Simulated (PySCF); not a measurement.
**CoH2: structure of the doublet**

The task is one start of a wider search on CoH2: the doublet, from a side-on start. It is relaxed, tested by its Hessian and followed downhill if it is a saddle.

Computed with PySCF 2.14.0. Level: PBE0, basis Co def2-TZVP, H def2-TZVP, no relativity, density fitting.

### Step 1. The system as given

3 atoms, charge 0, spin multiplicity 2.

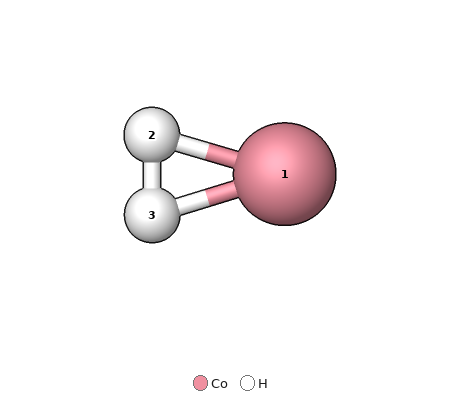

The starting geometry (cobalt pink, hydrogen white); atoms are numbered from 1 in the order of the file.

Coordinates in bohr (charge 0 multiplicity 2):
```
Co    0.0000    0.0000   -0.0873
H     0.7937    0.0000    2.5523
H    -0.7937    0.0000    2.5523
```

### Step 2. Side-on start, doublet: relaxation

One driver script runs all steps and calls PySCF; scf.py shows how it sets up the SCF of each step. The optimiser is the driver's own. Before each start the driver seeks the lowest SCF state from one or more starting densities and follows internal instabilities, so scf.py alone need not reach the same state.

The program finds C2v symmetry in the start, which this walk keeps. The walk stops when the largest gradient is under 0.0003 Eh/bohr and the energy has settled too.

scf.py reads:

```python
from pyscf import gto, scf, dft
mol = gto.M(atom='''
Co     0.000000     0.000000    -0.046195
H      0.420000    -0.000000     1.350628
H     -0.420000     0.000000     1.350628''',
    basis={'Co': 'def2-TZVP', 'H': 'def2-TZVP'},
    charge=0, spin=1)
mf = dft.UKS(mol, xc='PBE0')
mf.grids.atom_grid = (50, 194)
aux = {'Co': 'def2-universal-JKFIT', 'H': 'def2-universal-JKFIT'}
mf = mf.density_fit(auxbasis=aux)
mf.kernel()
```

Further steps of the session: Is it a minimum? Harmonic modes.

**Question.** What will these runs give? Wanted: minimum; geometry; wavenumbers; dipole moment; highest occupied, lowest empty level; polar-tensor charge of Co1; zero-point energy; atomisation energy; ⟨S²⟩.

As calculated:

| quantity | value |
| --- | --- |
| minimum | broken-symmetry (Ms = 1/2), C2v |
| geometry | Co–H 1.695 Å (×2), H–H 0.806 Å; Co–H–H 76.2° (×2), H–Co–H 27.5° |
| wavenumbers (cm⁻¹) | 698, 1270, 3474 |
| dipole moment | 1.43 D |
| highest occupied, lowest empty level (either spin) | -4.33, -1.82 eV |
| polar-tensor charge of Co1 | -0.27 e |
| zero-point energy | 32.5 kJ/mol |
| entropy at 298.15 K | 219.5 J/(mol K) |
| atomisation energy (no zero-point energy) | 427 kJ/mol |
| ⟨S²⟩ | 1.625 |

**Reading.** The molecule stays C2v, as typed, and the end point is a minimum. The determinant is spin-contaminated (⟨S²⟩ = 1.63 against 0.75), so it is no pure spin state. In the infrared the band at 3474 cm⁻¹ leads. Only this shape and spin were tried, so other structures or states may lie lower. The SCF density has lower symmetry than the nuclear frame. Open d and f shells are described by one determinant, and the ground state may have another occupation or spin.
